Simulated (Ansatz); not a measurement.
Base system: CdSe in the wurtzite structure (space group P6_3mc, No. 186; a = 4.340 Å, c = 7.078 Å).

The change: a hydrostatic pressure of 0.7 GPa.

The values are results of plane-wave PAW DFT at the r2SCAN level (Ansatz, a program for electronic structure, 500 eV), spin-orbit coupling left out, not measurements.

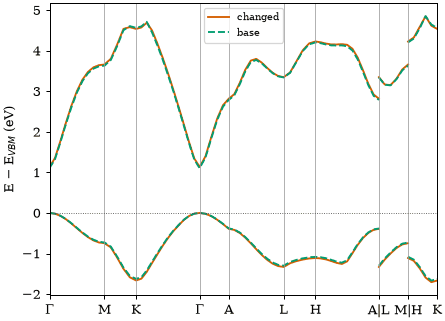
Figure: Highest valence and lowest conduction band along the path, each from its own valence-band maximum

Q: Read the changed gap and its character from the plot.

A: About 1.1 eV, direct at Γ.

Load acts through the strain it causes; cell and atoms are relaxed under it. Whether these cells are dynamically stable was not tested.
